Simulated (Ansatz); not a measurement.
## Electronic structure of CH$_{5}$FGeN$_{2}$ in real space

```yaml
atoms:
  - { symbol: N, position_ang: [-0.2501, -0.7454, 1.5381] }
  - { symbol: C, position_ang: [-0.4295, -1.2012, 0.2550] }
  - { symbol: N, position_ang: [-0.1204, -0.6644, -0.8683] }
  - { symbol: Ge, position_ang: [0.5594, 1.0264, -1.1265] }
  - { symbol: F, position_ang: [-0.4837, 1.7516, -2.3560] }
  - { symbol: H, position_ang: [-0.0197, 0.2336, 1.6985] }
  - { symbol: H, position_ang: [-0.7441, -1.2113, 2.2952] }
  - { symbol: H, position_ang: [-0.8740, -2.2131, 0.2425] }
  - { symbol: H, position_ang: [0.4744, 2.0271, 0.0728] }
  - { symbol: H, position_ang: [1.9708, 0.9454, -1.7482] }
```

These are results of Ansatz, RKS PBE/def2-mTZVP, not measurements.

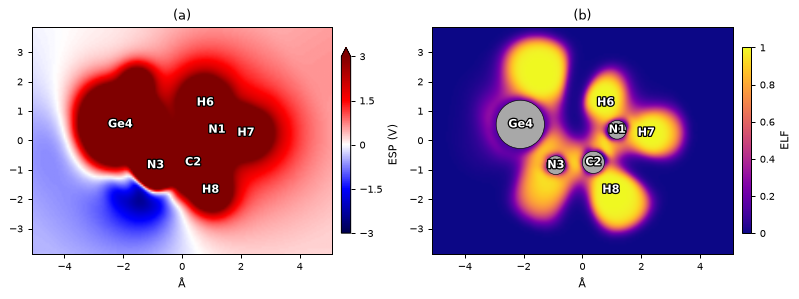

Figure 1. (a) molecular electrostatic potential; (b) electron localisation function on the plane of atoms N3, C2 and H8. Grey discs cover the atomic cores in the ELF map.

What do the fields say about this system?

Answer. The section cuts through N, C, Ge and H sites. C–N (1.28 Å): the ELF peaks at about 0.90 between the atoms (a covalent bond). Ge–N (1.84 Å): the ELF peaks at about 0.85 in the valence shell of N, 0.6 Å from its nucleus, and is about 0.45 at the midpoint. N–H (1.02 Å): the ELF climbs to about 1 towards the hydrogen, as it does in any bond to H (an ordinary covalent bond to hydrogen). C–N (1.37 Å): the ELF peaks at about 0.95 between the atoms, as expected for localised, covalent bonding. C–H (1.11 Å): the ELF climbs to about 1 towards the hydrogen: an ordinary covalent bond to hydrogen. The ELF also peaks beside N3, away from the bonds: lone-pair regions. Outside the dense part of the molecule the potential is most negative (−2.4 V) near N3.

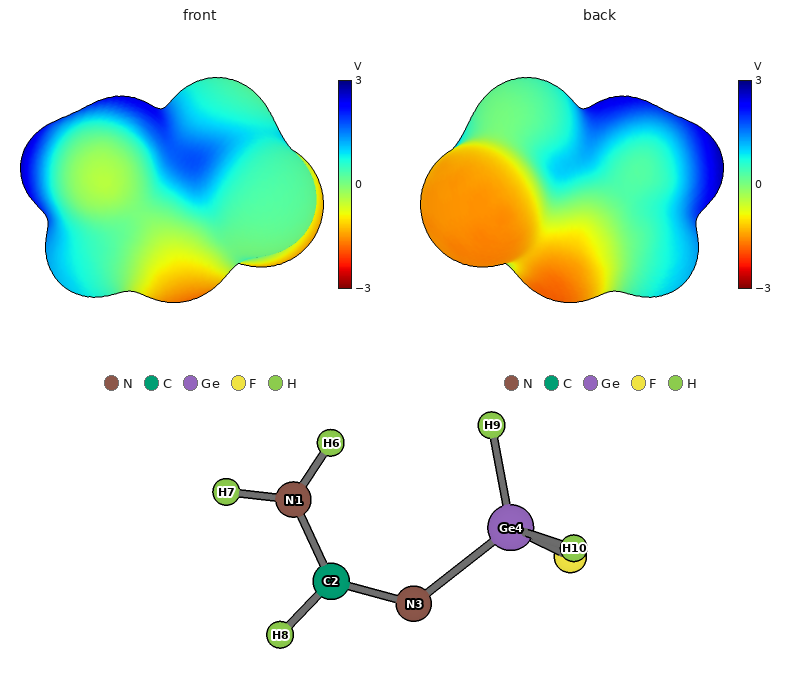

Figure 2. The electrostatic potential painted on the density surface at 0.002 e/bohr³, seen from the front and from behind; red is negative and blue positive. The bare structure is drawn below in the same view.

Describe the electrostatic potential map.

Answer. The most negative region (about −1.8 V) lies over N3, the most positive (about +2.6 V) over H7. N3 is the likeliest acceptor of a hydrogen bond.

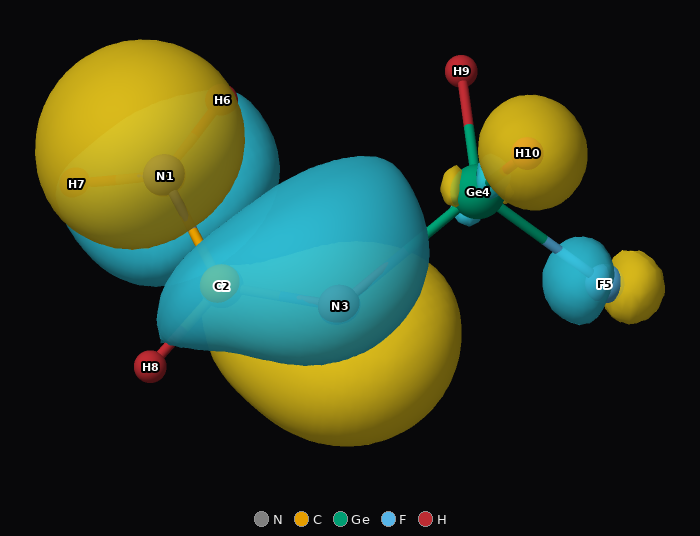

Figure 3. The HOMO−1 at ±0.08 Å⁻³ᐟ² (yellow and cyan are the two phases), seen at a tilt.

What is the character of this orbital?

Answer. It lies mainly on N3 (about 40 %), N1 (about 35 %) and C2 (about 10 %); largely a combination of lone pairs on N3 and N1. Its energy is −6.38 eV.
